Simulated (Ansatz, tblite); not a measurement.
# The cluster Al₂B₂: competing shapes

Which shape does the cluster Al₂B₂ prefer? Candidates from a tight-binding search are relaxed and compared.

Method: relaxed with PBE0-D4/def2-TZVP, singlet; program: Ansatz 0.2.0, Gaussian basis.

### 1 Where the work starts

4 atoms, charge 0, spin multiplicity 1.

Atoms are counted from 1 here; the program's logs count them from 0.

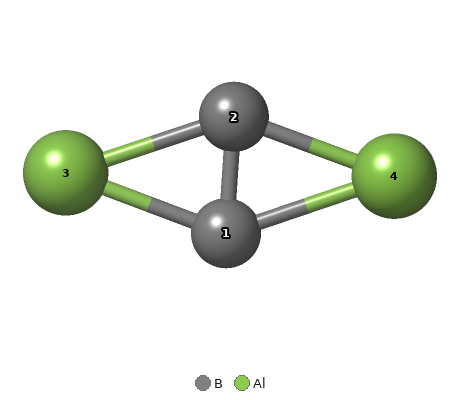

Start geometry, drawn with boron grey, aluminium green; atoms are numbered from 1 in the order of the file.

As a file:

```
B    -0.05547   -0.73331    0.02185
B     0.05550    0.72907    0.00272
Al   -2.05725    0.03668   -0.01418
Al    2.05722   -0.03243   -0.01039
```

A search from random starts with GFN2-xTB found 5 distinct shapes; 2 go on here. The structure above is candidate A, which lies 0.00 eV above the lowest at that level; B lies 0.03 eV above the lowest at that level.

### 2 Relaxing candidate A

in.yaml reads:

```yaml
crystal:
  periodic: [false, false, false]
  atoms:
    - {symbol: B, position_ang: [-0.055470, -0.733310, 0.021850]}
    - {symbol: B, position_ang: [0.055500, 0.729070, 0.002720]}
    - {symbol: Al, position_ang: [-2.057250, 0.036680, -0.014180]}
    - {symbol: Al, position_ang: [2.057220, -0.032430, -0.010390]}
basis:
  gaussian: {orbitals: def2-TZVP}
hamiltonian: {xc: pbe0, dispersion: d4}
scf: {lower_state_search: "off"}
output: {orbitals: {seedname: orbitals}}
relax: {f_tol: 0.02, max_steps: 100}
```

Command:

```sh
ansatz run in.yaml --threads 2 --pin off --events-out ev --progress --plain --max-ram 4352MiB
```

Output:

```text
Functional definition: PBE0
  name "PBE0"
  cite "Adamo & Barone, J. Chem. Phys. 110, 6158 (1999) doi:10.1063/1.478522"
  cite "Perdew, Burke & Ernzerhof, Phys. Rev. Lett. 77, 3865 (1996) doi:10.1103/PhysRevLett.77.3865"
  parent pbe
  parameter a = 0.25
  parameter kappa = 0.804
  parameter beta = 0.06672455060314922
  exchange = (1 - a)*pbe_x(kappa = kappa, mu = beta*pi^2/3) + a*exact_x
  correlation = pbe_c(beta = beta)
these checks for a lower state are left out or cut short: stability, starts, cluster_reference, orbital_swaps, neighbouring_geometries, increment
896 factors; their error is unknown
mean field evaluation 1: about -14516.2387 eV, gradient 6.2e1 eV
mean field evaluation 2: about -14447.2506 eV, gradient 1.2e2 eV
mean field evaluation 4: about -14533.2638 eV, gradient 4.9e0 eV
mean field evaluation 8: about -14533.3769 eV, gradient 2.6e-1 eV
mean field evaluation 16: about -14533.4054 eV, gradient 4.3e-4 eV
mean field -14533.40544251 eV, -534.0927989162 hartree, gradient 6.1e-6 eV, S^2 0.000000; 0 other end points of the search recorded, 0 dependent functions left out
the calculation of the forces begins
reference -14533.40546630 eV, -534.0927997905 hartree; 18, 18 occupied and 118, 118 virtual orbitals, 896 factors
relax step   1: F+E_penalty+E_count = -14533.51618595 eV  Δ(F+E_penalty+E_count) = +0.000e0 eV  max|allowed force component| = 2.487e-1 eV/Å  Δτ_max = 0.0000 Å  (20 SCF iters, accepted)
these checks for a lower state are left out or cut short: stability, starts, cluster_reference, orbital_swaps, neighbouring_geometries, increment
896 factors; their error is unknown
mean field -14533.41103924 eV, -534.0930045922 hartree, gradient 2.0e-6 eV, S^2 0.000000; 0 other end points of the search recorded, 0 dependent functions left out
the calculation of the forces begins
reference -14533.41106305 eV, -534.0930054671 hartree; 18, 18 occupied and 118, 118 virtual orbitals, 896 factors
relax step   2: F+E_penalty+E_count = -14533.52170073 eV  Δ(F+E_penalty+E_count) = -5.515e-3 eV  max|allowed force component| = 1.748e-1 eV/Å  Δτ_max = 0.0104 Å  (23 SCF iters, accepted)
these checks for a lower state are left out or cut short: stability, starts, cluster_reference, orbital_swaps, neighbouring_geometries, increment
896 factors; their error is unknown
mean field evaluation 32: about -14533.3885 eV, gradient 6.9e-1 eV
mean field -14533.42833478 eV, -534.0936401917 hartree, gradient 1.6e-6 eV, S^2 0.000000; 0 other end points of the search recorded, 0 dependent functions left out
the calculation of the forces begins
reference -14533.42835816 eV, -534.0936410509 hartree; 18, 18 occupied and 118, 118 virtual orbitals, 896 factors
relax step   3: F+E_penalty+E_count = -14533.53963349 eV  Δ(F+E_penalty+E_count) = -1.793e-2 eV  max|allowed force component| = 2.988e-1 eV/Å  Δτ_max = 0.2000 Å  (28 SCF iters, accepted)
these checks for a lower state are left out or cut short: stability, starts, cluster_reference, orbital_swaps, neighbouring_geometries, increment
896 factors; their error is unknown
mean field -14533.43721313 eV, -534.0939664651 hartree, gradient 2.3e-6 eV, S^2 0.000000; 0 other end points of the search recorded, 0 dependent functions left out
the calculation of the forces begins
reference -14533.43723661 eV, -534.0939673278 hartree; 18, 18 occupied and 118, 118 virtual orbitals, 896 factors
relax step   4: F+E_penalty+E_count = -14533.55083414 eV  Δ(F+E_penalty+E_count) = -1.120e-2 eV  max|allowed force component| = 5.346e-1 eV/Å  Δτ_max = 0.1567 Å  (29 SCF iters, accepted)
these checks for a lower state are left out or cut short: stability, starts, cluster_reference, orbital_swaps, neighbouring_geometries, increment
896 factors; their error is unknown
mean field -14533.48267433 eV, -534.0956371331 hartree, gradient 2.0e-6 eV, S^2 0.000000; 0 other end points of the search recorded, 0 dependent functions left out
the calculation of the forces begins
reference -14533.48269763 eV, -534.0956379896 hartree; 18, 18 occupied and 118, 118 virtual orbitals, 896 factors
relax step   5: F+E_penalty+E_count = -14533.59504185 eV  Δ(F+E_penalty+E_count) = -4.421e-2 eV  max|allowed force component| = 4.468e-1 eV/Å  Δτ_max = 0.1013 Å  (31 SCF iters, accepted)
these checks for a lower state are left out or cut short: stability, starts, cluster_reference, orbital_swaps, neighbouring_geometries, increment
896 factors; their error is unknown
mean field -14533.54891796 eV, -534.0980715418 hartree, gradient 3.0e-6 eV, S^2 0.000000; 0 other end points of the search recorded, 0 dependent functions left out
the calculation of the forces begins
reference -14533.54894147 eV, -534.0980724058 hartree; 18, 18 occupied and 118, 118 virtual orbitals, 896 factors
relax step   6: F+E_penalty+E_count = -14533.66336686 eV  Δ(F+E_penalty+E_count) = -6.833e-2 eV  max|allowed force component| = 4.493e-1 eV/Å  Δτ_max = 0.1950 Å  (28 SCF iters, accepted)
these checks for a lower state are left out or cut short: stability, starts, cluster_reference, orbital_swaps, neighbouring_geometries, increment
896 factors; their error is unknown
mean field evaluation 64: about -14533.5721 eV, gradient 2.9e-1 eV
mean field -14533.60120457 eV, -534.0999930393 hartree, gradient 1.5e-6 eV, S^2 0.000000; 0 other end points of the search recorded, 0 dependent functions left out
the calculation of the forces begins
reference -14533.60122822 eV, -534.0999939084 hartree; 18, 18 occupied and 118, 118 virtual orbitals, 896 factors
relax step   7: F+E_penalty+E_count = -14533.71661406 eV  Δ(F+E_penalty+E_count) = -5.325e-2 eV  max|allowed force component| = 1.924e-1 eV/Å  Δτ_max = 0.1914 Å  (31 SCF iters, accepted)
these checks for a lower state are left out or cut short: stability, starts, cluster_reference, orbital_swaps, neighbouring_geometries, increment
896 factors; their error is unknown
mean field -14533.60730584 eV, -534.1002172568 hartree, gradient 1.5e-6 eV, S^2 0.000000; 0 other end points of the search recorded, 0 dependent functions left out
the calculation of the forces begins
reference -14533.60732934 eV, -534.1002181205 hartree; 18, 18 occupied and 118, 118 virtual orbitals, 896 factors
relax step   8: F+E_penalty+E_count = -14533.72248965 eV  Δ(F+E_penalty+E_count) = -5.876e-3 eV  max|allowed force component| = 2.213e-1 eV/Å  Δτ_max = 0.0290 Å  (25 SCF iters, accepted)
these checks for a lower state are left out or cut short: stability, starts, cluster_reference, orbital_swaps, neighbouring_geometries, increment
896 factors; their error is unknown
mean field -14533.60841770 eV, -534.1002581170 hartree, gradient 1.1e-6 eV, S^2 0.000000; 0 other end points of the search recorded, 0 dependent functions left out
the calculation of the forces begins
reference -14533.60844123 eV, -534.1002589817 hartree; 18, 18 occupied and 118, 118 virtual orbitals, 896 factors
relax step   9: F+E_penalty+E_count = -14533.72364066 eV  Δ(F+E_penalty+E_count) = -1.151e-3 eV  max|allowed force component| = 1.027e-2 eV/Å  Δτ_max = 0.0177 Å  (25 SCF iters, accepted)
Total energy: -14533.72366419 eV, -534.1044933474 hartree
Atom 0 at    -0.017343    -0.732863     0.566813 Å, force    -0.003340     0.010275     0.002910 eV/Å
Atom 1 at     0.018092     0.746967     0.548190 Å, force    -0.002839    -0.010268     0.002847 eV/Å
Atom 2 at    -1.707438     0.034048    -0.559990 Å, force    -0.000568    -0.000105    -0.000863 eV/Å
Atom 3 at     1.706689    -0.048142    -0.555012 Å, force     0.006747     0.000098    -0.004893 eV/Å
Dipole moment:     0.002761    -0.001673    -0.128128 e Å
Checks for a lower state left out: stability, starts, cluster_reference, orbital_swaps, neighbouring_geometries, increment
```

It took 15 s on 2 threads of Arm Neoverse V2, shared host.

Along the way:

```
step  energy from step 1 (eV)  largest force component (eV/Å)
   1                   0.0000                          0.2487
   2                  -0.0055                          0.1748
   3                  -0.0234                          0.2988
   4                  -0.0346                          0.5346
   5                  -0.0789                          0.4468
   6                  -0.1472                          0.4493
   7                  -0.2004                          0.1924
   8                  -0.2063                          0.2213
   9                  -0.2075                          0.0103
```

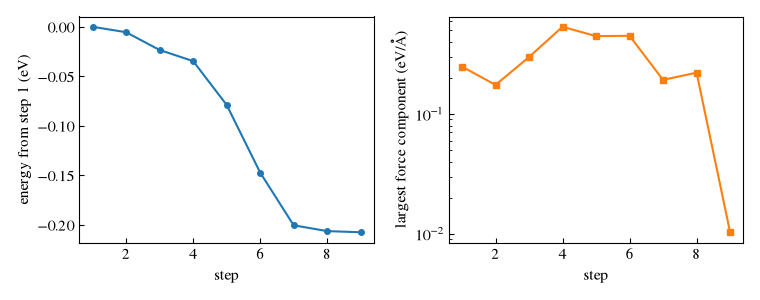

Energy and largest force along the relaxation.

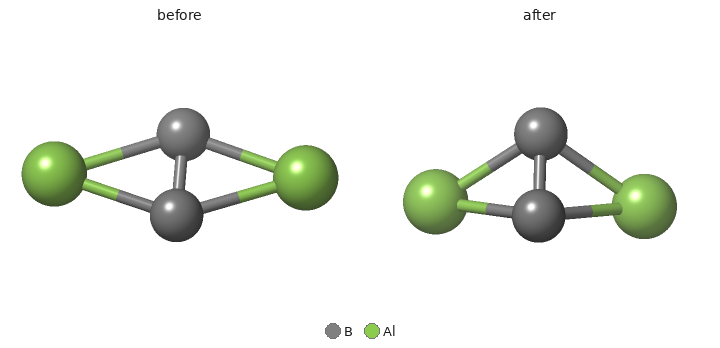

The geometry before (left) and after (right).

Distances of close pairs at the start and the end, largest changes first:

```
  bond  before (Å)  after (Å)  change (Å)
B1–Al4       2.226      2.168      -0.058
B2–Al3       2.223      2.171      -0.052
B2–Al4       2.142      2.168      +0.026
B1–Al3       2.145      2.171      +0.026
 B1–B2       1.467      1.480      +0.014
```

### 3 Relaxing candidate B

in.yaml reads:

```yaml
crystal:
  periodic: [false, false, false]
  atoms:
    - {symbol: B, position_ang: [-0.274690, -0.643370, 1.664260]}
    - {symbol: B, position_ang: [0.240970, -1.629050, 0.738380]}
    - {symbol: Al, position_ang: [0.030280, 2.049160, -2.166150]}
    - {symbol: Al, position_ang: [0.003450, 0.223260, -0.236500]}
basis:
  gaussian: {orbitals: def2-TZVP}
hamiltonian: {xc: pbe0, dispersion: d4}
scf: {lower_state_search: "off"}
output: {orbitals: {seedname: orbitals}}
relax: {f_tol: 0.02, max_steps: 100}
```

Launched as before.

Output:

```text
Functional definition: PBE0
  name "PBE0"
  cite "Adamo & Barone, J. Chem. Phys. 110, 6158 (1999) doi:10.1063/1.478522"
  cite "Perdew, Burke & Ernzerhof, Phys. Rev. Lett. 77, 3865 (1996) doi:10.1103/PhysRevLett.77.3865"
  parent pbe
  parameter a = 0.25
  parameter kappa = 0.804
  parameter beta = 0.06672455060314922
  exchange = (1 - a)*pbe_x(kappa = kappa, mu = beta*pi^2/3) + a*exact_x
  correlation = pbe_c(beta = beta)
these checks for a lower state are left out or cut short: stability, starts, cluster_reference, orbital_swaps, neighbouring_geometries, increment
896 factors; their error is unknown
mean field evaluation 1: about -14499.6427 eV, gradient 7.5e1 eV
mean field evaluation 2: about -14180.4116 eV, gradient 1.8e2 eV
mean field evaluation 4: about -14529.0926 eV, gradient 2.3e1 eV
mean field evaluation 8: about -14531.9960 eV, gradient 1.3e0 eV
mean field evaluation 16: about -14532.0323 eV, gradient 1.0e-3 eV
mean field -14532.03234295 eV, -534.0423384381 hartree, gradient 9.1e-6 eV, S^2 0.000000; 0 other end points of the search recorded, 0 dependent functions left out
the calculation of the forces begins
reference -14532.03236869 eV, -534.0423393840 hartree; 18, 18 occupied and 118, 118 virtual orbitals, 896 factors
relax step   1: F+E_penalty+E_count = -14532.13854541 eV  Δ(F+E_penalty+E_count) = +0.000e0 eV  max|allowed force component| = 1.939e0 eV/Å  Δτ_max = 0.0000 Å  (19 SCF iters, accepted)
these checks for a lower state are left out or cut short: stability, starts, cluster_reference, orbital_swaps, neighbouring_geometries, increment
896 factors; their error is unknown
mean field -14532.17234965 eV, -534.0474835894 hartree, gradient 1.2e-6 eV, S^2 0.000000; 0 other end points of the search recorded, 0 dependent functions left out
the calculation of the forces begins
reference -14532.17237560 eV, -534.0474845432 hartree; 18, 18 occupied and 118, 118 virtual orbitals, 896 factors
relax step   2: F+E_penalty+E_count = -14532.27787930 eV  Δ(F+E_penalty+E_count) = -1.393e-1 eV  max|allowed force component| = 4.988e-1 eV/Å  Δτ_max = 0.0511 Å  (24 SCF iters, accepted)
these checks for a lower state are left out or cut short: stability, starts, cluster_reference, orbital_swaps, neighbouring_geometries, increment
896 factors; their error is unknown
mean field evaluation 32: about -14532.1843 eV, gradient 9.2e-2 eV
mean field -14532.18429042 eV, -534.0479224046 hartree, gradient 2.5e-6 eV, S^2 0.000000; 0 other end points of the search recorded, 0 dependent functions left out
the calculation of the forces begins
reference -14532.18431646 eV, -534.0479233616 hartree; 18, 18 occupied and 118, 118 virtual orbitals, 896 factors
relax step   3: F+E_penalty+E_count = -14532.28949925 eV  Δ(F+E_penalty+E_count) = -1.162e-2 eV  max|allowed force component| = 4.988e-2 eV/Å  Δτ_max = 0.0197 Å  (25 SCF iters, accepted)
these checks for a lower state are left out or cut short: stability, starts, cluster_reference, orbital_swaps, neighbouring_geometries, increment
896 factors; their error is unknown
mean field -14532.18469756 eV, -534.0479373668 hartree, gradient 1.7e-6 eV, S^2 0.000000; 0 other end points of the search recorded, 0 dependent functions left out
the calculation of the forces begins
reference -14532.18472363 eV, -534.0479383247 hartree; 18, 18 occupied and 118, 118 virtual orbitals, 896 factors
relax step   4: F+E_penalty+E_count = -14532.28973449 eV  Δ(F+E_penalty+E_count) = -2.352e-4 eV  max|allowed force component| = 1.799e-3 eV/Å  Δτ_max = 0.0077 Å  (27 SCF iters, accepted)
Total energy: -14532.28976055 eV, -534.0517983604 hartree
Atom 0 at    -0.286006    -0.621095     1.683940 Å, force    -0.000753     0.001799     0.000994 eV/Å
Atom 1 at     0.252376    -1.650709     0.717763 Å, force     0.000779    -0.001111    -0.001776 eV/Å
Atom 2 at     0.030972     2.097025    -2.216683 Å, force    -0.000009    -0.001578     0.001621 eV/Å
Atom 3 at     0.002668     0.174779    -0.185030 Å, force    -0.000017     0.000890    -0.000839 eV/Å
Dipole moment:     0.010424     0.703145    -0.743400 e Å
Checks for a lower state left out: stability, starts, cluster_reference, orbital_swaps, neighbouring_geometries, increment
```

Wall time 6.5 s (2 threads of Arm Neoverse V2, shared host).

Step by step:

```
step  energy from step 1 (eV)  largest force component (eV/Å)
   1                   0.0000                          1.9390
   2                  -0.1393                          0.4988
   3                  -0.1510                          0.0499
   4                  -0.1512                          0.0018
```

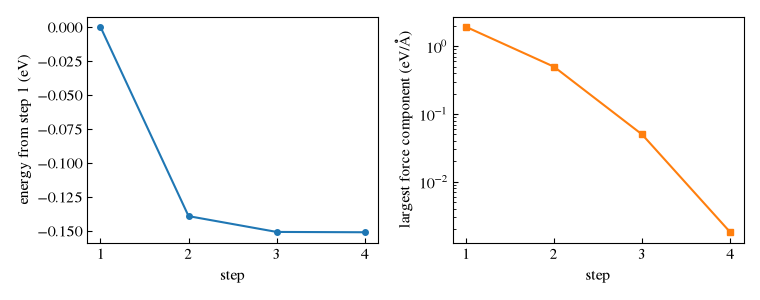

Energy and force, step by step.

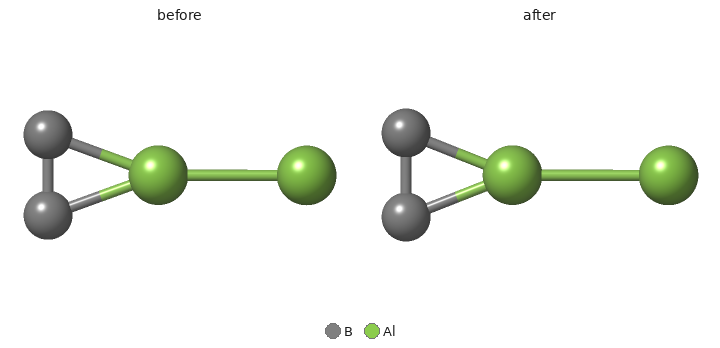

Before and after, at one scale.

Close pairs (by a distance rule), those that changed most:

```
   bond  before (Å)  after (Å)  change (Å)
Al3–Al4       2.657      2.797      +0.140
  B1–B2       1.447      1.511      +0.064
 B1–Al4       2.107      2.052      -0.056
 B2–Al4       2.107      2.052      -0.055
```

### 4 The relaxed candidates

```
candidate  point group                     bonds (count, mean Å)  energy above the lowest (kJ/mol)
        A          C2v                 Al–B 4, 2.17; B–B 1, 1.48                               0.0
        B          C2v  Al–B 2, 2.05; B–B 1, 1.51; Al–Al 1, 2.80                             138.4
```

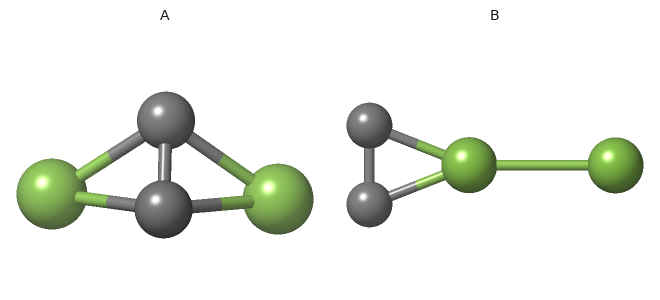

The candidates after relaxation.

### 5 Candidate B, GFN1-xTB

Tight binding, by tblite at 300 K electronic temperature and without a spin-polarisation term:

```python
tblite.interface.Calculator('GFN1-xTB', numbers, positions, charge=0, uhf=0).singlepoint()
```

Energy -140.9107 eV, HOMO -7.67 eV, LUMO -6.59 eV; 0.003 s.

### 6 Candidate B, GFN2-xTB

Tight binding, by tblite at 300 K electronic temperature and without a spin-polarisation term:

```python
tblite.interface.Calculator('GFN2-xTB', numbers, positions, charge=0, uhf=0).singlepoint()
```

Energy -115.7358 eV, HOMO -6.75 eV, LUMO -6.23 eV; 0.008 s.

### 7 Candidate B, PBE0-D4/def2-TZVP

start.molden holds the orbitals of an earlier run on this state, given as this run's starting guess.

in.yaml reads:

```yaml
crystal:
  periodic: [false, false, false]
  atoms:
    - {symbol: B, position_ang: [-0.286006, -0.621095, 1.683940]}
    - {symbol: B, position_ang: [0.252376, -1.650709, 0.717763]}
    - {symbol: Al, position_ang: [0.030972, 2.097025, -2.216683]}
    - {symbol: Al, position_ang: [0.002668, 0.174779, -0.185030]}
basis:
  gaussian: {orbitals: def2-TZVP, initial_orbitals: start.molden}
hamiltonian: {xc: pbe0, dispersion: d4}
scf: {omitted_lower_state_checks: [starts]}
output: {orbitals: {seedname: orbitals}}
```

Same command.

Output:

```text
Functional definition: PBE0
  name "PBE0"
  cite "Adamo & Barone, J. Chem. Phys. 110, 6158 (1999) doi:10.1063/1.478522"
  cite "Perdew, Burke & Ernzerhof, Phys. Rev. Lett. 77, 3865 (1996) doi:10.1103/PhysRevLett.77.3865"
  parent pbe
  parameter a = 0.25
  parameter kappa = 0.804
  parameter beta = 0.06672455060314922
  exchange = (1 - a)*pbe_x(kappa = kappa, mu = beta*pi^2/3) + a*exact_x
  correlation = pbe_c(beta = beta)
these checks for a lower state are left out or cut short: starts
896 factors; their error is unknown
mean field evaluation 1: about -14532.1577 eV, gradient 9.1e-2 eV
mean field evaluation 2: about -14532.1847 eV, gradient 3.3e-5 eV
mean field -14532.18469757 eV, -534.0479373670 hartree, gradient 3.3e-5 eV, S^2 0.000000; 0 other end points of the search recorded, 0 dependent functions left out
reference -14532.18472363 eV, -534.0479383248 hartree; 18, 18 occupied and 118, 118 virtual orbitals, 896 factors
Total energy: -14532.28976055 eV, -534.0517983604 hartree
Checks for a lower state left out: starts
```

Run time: 1.1 s. Hardware: 2 threads of Arm Neoverse V2, shared host.

From the report: HOMO -5.59 eV, LUMO -3.29 eV.

### 8 Candidate B, PBE-D4/def2-TZVP

in.yaml, as its differences from that of step 7:

```diff
@@ -9,4 +9,4 @@
   gaussian: {orbitals: def2-TZVP, initial_orbitals: start.molden}
-hamiltonian: {xc: pbe0, dispersion: d4}
+hamiltonian: {xc: pbe, dispersion: d4}
 scf: {omitted_lower_state_checks: [starts]}
-output: {orbitals: {seedname: orbitals}}
+output: {forces: true, orbitals: {seedname: orbitals}}
```

Launched as before.

Output:

```text
Functional definition: PBE
  name "PBE"
  cite "Perdew, Burke & Ernzerhof, Phys. Rev. Lett. 77, 3865 (1996) doi:10.1103/PhysRevLett.77.3865"
  parent pbe
  parameter kappa = 0.804
  parameter beta = 0.06672455060314922
  exchange = pbe_x(kappa = kappa, mu = beta*pi^2/3)
  correlation = pbe_c(beta = beta)
these checks for a lower state are left out or cut short: starts
856 factors; their error is unknown
mean field evaluation 1: about -14531.1373 eV, gradient 9.4e0 eV
mean field evaluation 2: about -14531.2429 eV, gradient 2.4e-1 eV
mean field evaluation 4: about -14531.2381 eV, gradient 6.4e-2 eV
mean field evaluation 8: about -14531.2381 eV, gradient 2.2e-5 eV
mean field -14531.23811303 eV, -534.0131510270 hartree, gradient 2.2e-5 eV, S^2 0.000000; 0 other end points of the search recorded, 0 dependent functions left out
the calculation of the forces begins
reference -14531.23814761 eV, -534.0131522977 hartree; 18, 18 occupied and 118, 118 virtual orbitals, 856 factors
Total energy: -14531.35938584 eV, -534.0176077205 hartree
Atom 0 at    -0.286006    -0.621095     1.683940 Å, force    -0.147994     0.256250     0.292427 eV/Å
Atom 1 at     0.252376    -1.650709     0.717763 Å, force     0.147233    -0.308350    -0.237384 eV/Å
Atom 2 at     0.030972     2.097025    -2.216683 Å, force    -0.000032    -0.002796     0.002924 eV/Å
Atom 3 at     0.002668     0.174779    -0.185030 Å, force     0.000793     0.054896    -0.057966 eV/Å
Dipole moment:     0.011175     0.754026    -0.797182 e Å
Checks for a lower state left out: starts
```

It took 1.6 s on 2 threads of Arm Neoverse V2, shared host.

HOMO -4.87 eV, LUMO -4.10 eV.

### 9 Candidate B, r2SCAN-D4/def2-TZVP

in.yaml, as its differences from that of step 8:

```diff
@@ -9,4 +9,4 @@
   gaussian: {orbitals: def2-TZVP, initial_orbitals: start.molden}
-hamiltonian: {xc: pbe, dispersion: d4}
+hamiltonian: {xc: r2scan, dispersion: d4}
 scf: {omitted_lower_state_checks: [starts]}
-output: {forces: true, orbitals: {seedname: orbitals}}
+output: {orbitals: {seedname: orbitals}}
```

The command is unchanged.

Output:

```text
Functional definition: r2SCAN
  name "r2SCAN"
  cite "Furness, Kaplan, Ning, Perdew & Sun, J. Phys. Chem. Lett. 11, 8208 (2020) doi:10.1021/acs.jpclett.0c02405"
  cite "Furness, Kaplan, Ning, Perdew & Sun, J. Phys. Chem. Lett. 11, 9248 (2020) doi:10.1021/acs.jpclett.0c03077"
  parent r2scan
  parameter k0 = 0.174
  parameter k1 = 0.065
  parameter a1 = 4.9479
  exchange = r2scan_x(k0 = k0, k1 = k1, a1 = a1)
  correlation = r2scan_c
these checks for a lower state are left out or cut short: starts
856 factors; their error is unknown
mean field evaluation 1: about -14537.8667 eV, gradient 5.8e0 eV
mean field evaluation 2: about -14537.9124 eV, gradient 1.5e-1 eV
mean field evaluation 4: about -14537.9075 eV, gradient 6.1e-3 eV
mean field -14537.90754262 eV, -534.2582480435 hartree, gradient 2.6e-5 eV, S^2 0.000000; 0 other end points of the search recorded, 0 dependent functions left out
reference -14537.90755316 eV, -534.2582484311 hartree; 18, 18 occupied and 118, 118 virtual orbitals, 856 factors
Total energy: -14537.93444822 eV, -534.2592368062 hartree
Checks for a lower state left out: starts
```

Run time: 3.2 s. Hardware: 2 threads of Arm Neoverse V2, shared host.

Report: HOMO -4.99 eV, LUMO -4.05 eV.

(Part 1 of 2 ends here.)
